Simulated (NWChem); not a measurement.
**One shape, several levels: SnNH5 (Sn(NH2)H3)**

Aim: a comparison of 6 runs (HF/def2-SVP, PBE0/def2-SVP, BLYP/def2-SVPD, TPSS/def2-SVPD, MP2/3-21G, CCSD(T)/3-21G) of SnNH5 (Sn(NH2)H3). 

The calculation is run with NWChem 7.3.0.

## (1) The system as given

The species is SnNH5 (7 atoms), meant as a singlet with charge 0. SMILES: `[H][Sn]([H])([H])[NH2]`. Geometry: a GFN2-xTB relaxation, a rough one for these elements and not checked as a minimum.

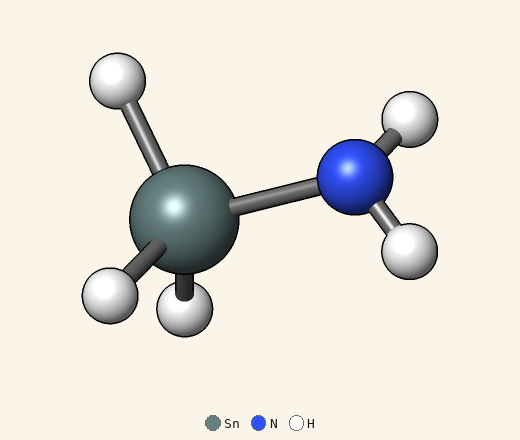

The structure, seen from a chosen angle (tin teal, nitrogen blue, hydrogen white).

## (2) Energy and forces at HF/def2-SVP (core potential) (run 1)

Contents of h5nsn.nw:

```
start h5nsn
title "H5NSn hf"
memory total 2200 mb
charge 0

geometry units bohr noautosym nocenter noautoz
   Sn  -0.00553690   0.00300466  -1.44305156
   N    0.21146035   0.42492382   2.30291474
   H    1.30655664  -0.83826361   3.22493102
   H   -1.44991127   0.51188901   3.23696857
   H    2.95479467  -0.01481545  -2.42319581
   H   -1.53670639   2.52473079  -2.44933072
   H   -1.48065711  -2.61146922  -2.44923624
end

basis spherical bse
   * library def2-SVP
end

ecp bse
   Sn library def2-SVP
end

scf
   thresh 1e-08
   maxiter 80
   print low
end

task scf gradient
```

Run with:

```console
$ nwchem h5nsn.nw > h5nsn.out
```

The log of the run:

```text
[...]
  functions       =    65
[...]
  wavefunction    = RHF
[...]
         Total SCF energy =   -270.626401778643
      One-electron energy =   -620.047490378333
      Two-electron energy =    265.730722919433
 Nuclear repulsion energy =     83.690365680257
        Time for solution =      5.4s
[...]
                         RHF ENERGY GRADIENTS
    atom               coordinates                        gradient
                 x          y          z           x          y          z
   1 Sn     -0.005537   0.003005  -1.443052    0.001182   0.002069   0.001789
   2 N       0.211460   0.424924   2.302915    0.002755   0.006908  -0.023083
   3 H       1.306557  -0.838264   3.224931    0.002014  -0.004380   0.002015
   4 H      -1.449911   0.511889   3.236969   -0.004192  -0.001348   0.001646
   5 H       2.954795  -0.014815  -2.423196   -0.018563   0.000808   0.007345
   6 H      -1.536706   2.524731  -2.449331    0.010361  -0.015580   0.007795
   7 H      -1.480657  -2.611469  -2.449236    0.006443   0.011524   0.002493
 Task  times  cpu:        6.7s     wall:        6.7s
 Total times  cpu:        6.7s     wall:        6.7s
```

Wall time 7.5 s (1 thread of Intel Xeon 6975P-C (Granite Rapids), shared host); peak memory 0.1 GiB.

## (3) Energy and forces at PBE0/def2-SVP (core potential) (run 2)

Contents of h5nsn.nw:

```
start h5nsn
title "H5NSn"
memory total 2200 mb
geometry units angstroms noautosym nocenter noautoz
 Sn   -0.002930    0.001590   -0.763630
 N     0.111900    0.224860    1.218650
 H     0.691400   -0.443590    1.706560
 H    -0.767260    0.270880    1.712930
 H     1.563610   -0.007840   -1.282300
 H    -0.813190    1.336030   -1.296130
 H    -0.783530   -1.381930   -1.296080
end
basis spherical bse
 Sn library def2-SVP
 N library def2-SVP
 H library def2-SVP
end
ecp bse
 Sn library def2-SVP
end
dft
 xc pbe0
 grid xfine
 convergence energy 1e-08
 iterations 100
 mulliken
end
task dft gradient
```

Run with:

```console
$ nwchem h5nsn.nw > h5nsn.out
```

The log of the run:

```text
[...]
          Wavefunction type:  closed shell.
          No. of atoms     :     7
          No. of electrons :    34
[...]
          Charge           :     0
          Spin multiplicity:     1
[...]
          AO basis - number of functions:    65
[...]
              XC Information
              --------------
                         PBE0 Method XC Functional
                     Hartree-Fock (Exact) Exchange  0.250
          PerdewBurkeErnzerhof Exchange Functional  0.750
            Perdew 1991 LDA Correlation Functional  1.000 local
           PerdewBurkeErnz. Correlation Functional  1.000 non-local
[...]
 d= 0,ls=0.0,diis     1   -271.8672873756 -3.56D+02  1.52D-02  2.99D-01     2.2
[...]
 d= 0,ls=0.0,diis     8   -271.9088254636 -9.14D-10  8.37D-07  3.60D-09    14.7
         Total DFT energy =     -271.908825463609
      One electron energy =     -620.391717656950
           Coulomb energy =      291.587531824978
    Exchange-Corr. energy =      -26.795011334273
 Nuclear repulsion energy =       83.690371702637
[...]
  wavefunction    = closed shell
                         DFT ENERGY GRADIENTS
    atom               coordinates                        gradient
                 x          y          z           x          y          z
   1 Sn     -0.005537   0.003005  -1.443051    0.002153   0.004026   0.001282
   2 N       0.211460   0.424924   2.302915   -0.002785  -0.004327  -0.013921
   3 H       1.306557  -0.838264   3.224931   -0.004200   0.004253  -0.001887
   4 H      -1.449911   0.511889   3.236968    0.006403  -0.000937  -0.002315
   5 H       2.954794  -0.014815  -2.423196   -0.018191   0.000408   0.006406
   6 H      -1.536706   2.524731  -2.449331    0.009858  -0.015515   0.006847
   7 H      -1.480657  -2.611469  -2.449236    0.006762   0.012091   0.003588
[...]
```

Wall time 19 s (1 thread of Intel Xeon 6975P-C (Granite Rapids), shared host); peak memory 0.14 GiB.

Runs 3 to 5 aren't shown in full; the table further down has their settings and results.

## (4) The energy at CCSD(T)/3-21G (run 6)

Contents of h5nsn.nw:

```
echo
start h5nsn
memory 2200 mb

geometry units atomic noautosym nocenter noautoz
   Sn -0.00553690  0.00300466 -1.44305156
   N   0.21146035  0.42492382  2.30291474
   H   1.30655664 -0.83826361  3.22493102
   H  -1.44991127  0.51188901  3.23696857
   H   2.95479467 -0.01481545 -2.42319581
   H  -1.53670639  2.52473079 -2.44933072
   H  -1.48065711 -2.61146922 -2.44923624
end

basis "ao basis" spherical bse
   * library 3-21G
end

scf
   thresh 1e-08
   maxiter 80
end

ccsd
   freeze core 19
   maxiter 60
end

task ccsd(t)
```

Run with:

```console
$ nwchem h5nsn.nw > h5nsn.out
```

The log of the run:

```text
[...]
  functions       =    50
[...]
  wavefunction    = RHF
[...]
         Total SCF energy =  -6053.288296716193
      One-electron energy =  -8697.084476516900
      Two-electron energy =   2470.016331914723
 Nuclear repulsion energy =    173.779847885984
        Time for solution =      2.5s
[...]
 Total MP2 energy:          -6053.452052702489709
[...]
             energy      energy      error      ampl     ampl      Block
                                                time     time      time
[...]
 Total CCSD energy:          -6053.477903571895695
[...]
 Total CCSD+T(CCSD) energy:          -6053.481961007360951
[...]
 Total CCSD(T) energy:               -6053.481649924479825
[...]
```

It took 15 s on 1 thread of Intel Xeon 6975P-C (Granite Rapids), shared host; peak memory 0.11 GiB.

## (5) Overview of the runs

| run | level | iteration cap | module | energy (Eh) | largest force (eV/Å) | wall time |
| --- | --- | --- | --- | --- | --- | --- |
| 1 | HF/def2-SVP (core potential) | 80 | scf | -270.626402 | 1.247 | 7.5 s |
| 2 | PBE0/def2-SVP (core potential) | 100 | dft | -271.908825 | 1.009 | 19 s |
| 3 | BLYP/def2-SVPD (core potential) | 100 | dft | -271.893700 | 1.241 | 16 s |
| 4 | TPSS/def2-SVPD (core potential) | 100 | dft | -271.909016 | 1.059 | 20 s |
| 5 | MP2/3-21G | 80 | mp2 | -6053.452053 | 1.681 | 7.8 s |
| 6 | CCSD(T)/3-21G | 80 | ccsd(t) | -6053.481650 | – | 15 s |

## (6) Outcome

| quantity | value |
| --- | --- |
| run 6: total energy | -6053.48165 Eh |
| run 6: HOMO energy (Hartree–Fock orbitals) | -10.16 eV |
| run 6: LUMO energy (Hartree–Fock orbitals) | 3.50 eV |
| run 6: HOMO–LUMO gap (Hartree–Fock orbitals) | 13.67 eV |
| run 6: correlation energy (19 core orbitals frozen) | -193.4 mEh |
| run 6: (T) correction | -3.75 mEh |

In words: Over runs 2, 3, 4, 5 the dipole moment (its size) runs from 0.95 D (BLYP/def2-SVPD) to 1.53 D (MP2/3-21G). The two ends differ in method and basis and core potential. Totals of different functionals can't be ranked against each other. Some runs of one species differ in core potentials or relativity; totals across that change don't compare. In runs 5, 6 relativity is left out where basis or elements ask for it. All runs together took 84 s, the longest 20 s.
